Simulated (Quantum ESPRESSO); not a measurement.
**Cost against accuracy: K_POINTS for Sr₃AlN₃ (P6_3/m, 14 atoms in the cell)**

Cell: a = 7.6614 Å, b = 7.6614 Å, c = 5.3959 Å, α = 90.00°, β = 90.00°, γ = 120.00°.

Computed with PBEsol, PseudoDojo standard norm-conserving (PBESOL) pseudopotentials (plane waves; Quantum ESPRESSO).

Base settings: ecutwfc = 85 Ry; occupations = smearing; smearing = gauss; degauss = 0.000734986 Ry; potentials = {Sr: Sr.upf, Al: Al.upf, N: N.upf}; K_POINTS = automatic 3 3 3 0 0 0; conv_thr = 1e-08 Ry; mixing_beta = 0.5.

Misses are taken against the tightest run, automatic 6 6 7 0 0 0, which need not be fully converged itself. The energy is the free energy per atom.

The count of work is k-points × plane waves × bands × iterations; it is no time, and leaves out set-up, grids and terms that scale otherwise. Core times come from one kind of shared machine and are given to one figure; runs under 30 s give none.

The starting cell comes from a database of computed structures (which also holds hypothetical and non-ambient phases and stackings), without a prior relaxation at this level.

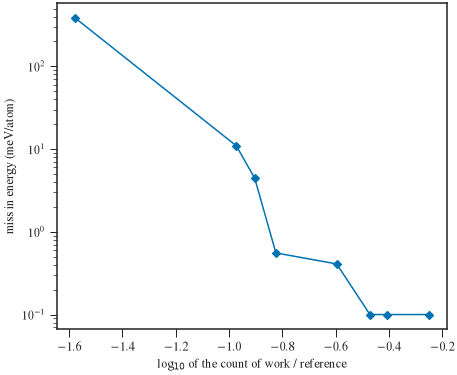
Figure: Miss against the count of work; the reference run is not drawn, and misses under 0.1 meV/atom are drawn there.

```
K_POINTS               energy less reference (meV/atom)  pressure less reference (GPa)  largest difference in the force on any atom (eV/Å)  count of work / reference  core time / reference (rough)
---------------------  --------------------------------  -----------------------------  --------------------------------------------------  -------------------------  -----------------------------
automatic 1 1 1 0 0 0                            387.10                           2.72                                               0.850                      0.026                              –
automatic 2 2 2 0 0 0                             10.97                          -0.01                                               0.068                       0.11                           0.06
automatic 2 2 3 0 0 0                              4.44                           0.00                                               0.010                       0.12                           0.06
automatic 3 3 3 0 0 0                              0.56                          -0.02                                               0.006                       0.15                            0.1
automatic 3 3 4 0 0 0                              0.41                          -0.01                                               0.002                       0.25                            0.1
automatic 4 4 4 0 0 0                              0.07                           0.00                                               0.001                       0.34                            0.2
automatic 4 4 5 0 0 0                              0.08                           0.00                                               0.001                       0.39                            0.2
automatic 5 5 6 0 0 0                              0.02                           0.00                                               0.000                       0.56                            0.4
automatic 6 6 7 0 0 0                              0.00                           0.00                                               0.000                        1.0                              1
```

Coarsest setting among those run that, with all tighter ones, holds the energy within 5 meV/atom of the reference: automatic 2 2 3 0 0 0, off by 4.4 meV/atom; it needs 0.12 of the reference's count of work and about 0.06 of the reference's time.

Coarsest setting among those run that, with all tighter ones, holds the energy within 1 meV/atom of the reference: automatic 3 3 3 0 0 0, off by 0.56 meV/atom; it needs 0.15 of the reference's count of work and about 0.1 of the reference's time.

The step from automatic 2 2 3 0 0 0 to automatic 5 5 6 0 0 0: it takes the miss in the energy from 4.4 to 0.02 meV/atom, for 4.5 times the count of work and roughly 6 times the time.
